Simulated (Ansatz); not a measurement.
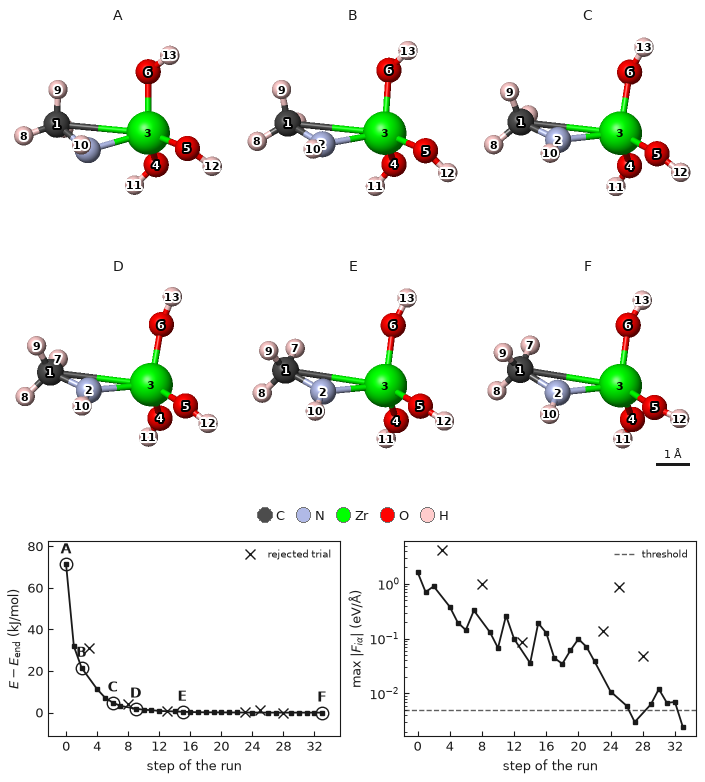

Frames of a relaxation of CH7NO3Zr, marked on the history of the run. The picture is a ball-and-stick view, seen at a tilt.

The start comes from GFN2-xTB.

Computed with RKS PBE0-D4/def2-TZVP in Ansatz 0.2.0. Set-up: force threshold 0.005 eV/Å; at most 150 steps.

What happens along the run?

H7 moves most after the best rigid fit: 1.23 Å. By element the largest moves are H 1.23 Å, O 0.46 Å, C 0.39 Å, N 0.26 Å, Zr 0.09 Å. Among the contacts that change: C1–Zr3 2.854 → 3.144 Å, Zr3–O4 1.897 → 1.946 Å, Zr3–O5 1.894 → 1.937 Å, Zr3–O6 1.899 → 1.939 Å. Bond angles that change, for instance: Zr3–O6–H13 120.1° → 157.6°, Zr3–O5–H12 121.3° → 156.3°, Zr3–O4–H11 119.2° → 149.4°. Over 27 accepted moves (33 points after the start) the energy falls by 71.3 kJ/mol. The largest force component goes from 1.6 to 0.0024 eV/Å. The line search rejected the trial steps at points 3, 8, 13, 23, 25, 28 of the run. The forces were under the threshold at step 27, but the run went on from there. From step 0 to 2: H9 moves most (0.38 Å), energy −49.8 kJ/mol. From step 2 to 6: H9 moves most (0.30 Å), energy −16.7 kJ/mol. From step 6 to 9: H atoms move most (0.24 Å), energy −2.93 kJ/mol. From step 9 to 15: H7 moves most (0.40 Å), energy −1.50 kJ/mol. From step 15 to 33: H13 moves most (0.23 Å), energy −0.41 kJ/mol.
